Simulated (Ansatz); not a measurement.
## Electronic structure of AsH32Si19 (charge −1) in real space

The calculation's input:

```
crystal:
  periodic: [false, false, false]
  atoms:
    - {symbol: Si, position_ang: [-3.931019, 1.613861, -0.350058]}
    - {symbol: Si, position_ang: [-2.349944, -4.279384, 1.562916]}
    - {symbol: Si, position_ang: [0.961942, -3.514335, -0.471769]}
    - {symbol: As, position_ang: [-1.646048, -1.087163, -0.440088]}
    - {symbol: Si, position_ang: [-0.649772, 1.527625, 2.132536]}
    - {symbol: Si, position_ang: [0.325074, -0.623056, 2.195907]}
    - {symbol: Si, position_ang: [0.636304, 1.578899, -0.908087]}
    - {symbol: Si, position_ang: [-1.490307, 4.426969, -0.598851]}
    - {symbol: Si, position_ang: [3.436753, -0.779450, -0.691473]}
    - {symbol: Si, position_ang: [3.589809, 2.065505, 1.723543]}
    - {symbol: Si, position_ang: [-3.329870, -2.717632, 0.094463]}
    - {symbol: Si, position_ang: [-3.006787, 0.158909, -1.934896]}
    - {symbol: Si, position_ang: [-2.249887, 2.727164, 0.865228]}
    - {symbol: Si, position_ang: [-0.554037, -2.543486, -1.975220]}
    - {symbol: Si, position_ang: [-0.295991, -5.099315, 0.735355]}
    - {symbol: Si, position_ang: [1.891426, -1.760330, 0.808552]}
    - {symbol: Si, position_ang: [-0.143796, 3.372015, -2.228501]}
    - {symbol: Si, position_ang: [2.334878, 0.628641, -2.234637]}
    - {symbol: Si, position_ang: [2.185790, 3.074394, 0.115308]}
    - {symbol: Si, position_ang: [4.932148, 0.500692, 0.595150]}
    - {symbol: H, position_ang: [-4.852405, 2.652899, -0.950653]}
    - {symbol: H, position_ang: [-4.779045, 0.745458, 0.552298]}
    - {symbol: H, position_ang: [-3.272715, -5.457685, 1.793531]}
    - {symbol: H, position_ang: [-2.128471, -3.624933, 2.902520]}
    - {symbol: H, position_ang: [2.079840, -4.269004, -1.159860]}
    - {symbol: H, position_ang: [-1.343777, 1.439678, 3.496579]}
    - {symbol: H, position_ang: [0.458279, 2.517484, 2.396992]}
    - {symbol: H, position_ang: [-0.717955, -1.652873, 2.568594]}
    - {symbol: H, position_ang: [1.123002, -0.464886, 3.481492]}
    - {symbol: H, position_ang: [-2.747195, 5.095880, -1.120768]}
    - {symbol: H, position_ang: [-0.755750, 5.483801, 0.190362]}
    - {symbol: H, position_ang: [4.169034, -1.968481, -1.286656]}
    - {symbol: H, position_ang: [2.827435, 1.294036, 2.774896]}
    - {symbol: H, position_ang: [4.457413, 3.063563, 2.463399]}
    - {symbol: H, position_ang: [-3.915102, -3.446148, -1.094563]}
    - {symbol: H, position_ang: [-4.472662, -2.033108, 0.807208]}
    - {symbol: H, position_ang: [-4.040985, -0.689270, -2.642206]}
    - {symbol: H, position_ang: [-2.153732, 0.837211, -2.969900]}
    - {symbol: H, position_ang: [-3.060693, 3.428648, 1.947887]}
    - {symbol: H, position_ang: [-1.482027, -3.545338, -2.625487]}
    - {symbol: H, position_ang: [0.109606, -1.734733, -3.056144]}
    - {symbol: H, position_ang: [-0.628036, -6.240511, -0.203650]}
    - {symbol: H, position_ang: [0.499752, -5.697989, 1.873686]}
    - {symbol: H, position_ang: [2.725325, -2.493149, 1.846258]}
    - {symbol: H, position_ang: [-1.070292, 2.980626, -3.362872]}
    - {symbol: H, position_ang: [0.813372, 4.392060, -2.819052]}
    - {symbol: H, position_ang: [1.836616, -0.245844, -3.366577]}
    - {symbol: H, position_ang: [3.402936, 1.515863, -2.849905]}
    - {symbol: H, position_ang: [1.503350, 4.231961, 0.814595]}
    - {symbol: H, position_ang: [3.172516, 3.728698, -0.837584]}
    - {symbol: H, position_ang: [5.734824, -0.370068, 1.540867]}
    - {symbol: H, position_ang: [5.925676, 1.204731, -0.304665]}
basis:
  gaussian: {orbitals: def2-SVP, fitting: {mean_field: def2-universal-jkfit}, initial_orbitals: start.molden}
total_charge: -1
hamiltonian: {xc: pbe0, dispersion: d4}
scf: {omitted_lower_state_checks: [starts]}
output: {orbitals: {seedname: orbitals}}
```

Launched as:

```sh
ansatz run in.yaml --threads 2 --pin off --events-out ev --progress --plain --max-ram 31744MiB --backend cuda --devices 0, --max-vram 18GiB
```

Geometry: PBE-D4/def2-SVP.

Level of theory: Ansatz, RKS PBE0-D4/def2-SVP.

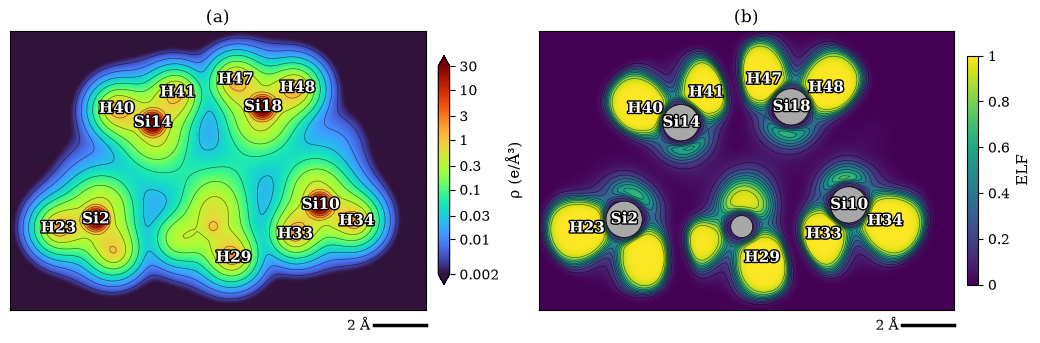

Figure 1. (a) total electron density; (b) electron localisation function on the plane of atoms H33, Si10 and H34. Grey discs cover the atomic cores in the ELF map.

> What does the map show?

- Atoms in the plane: Si and H.
- Si–H (1.51 Å): ρ at the midpoint is about 0.72 e/Å³; the ELF climbs to about 1 towards the hydrogen, as it does in any bond to H.

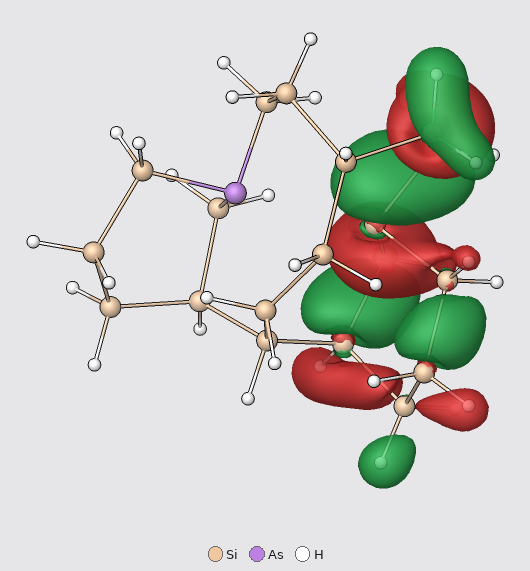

Figure 2. The HOMO−1 at ±0.06 Å⁻³ᐟ² (green and red are the two phases), seen at a tilt.

> What is the character of this orbital?

By Hirshfeld shares it lies mainly on Si17 (about 20 %), Si7 (about 20 %), Si18 (about 15 %), Si9 (about 10 %) and Si8 (about 10 %). Its energy is −3.88 eV.
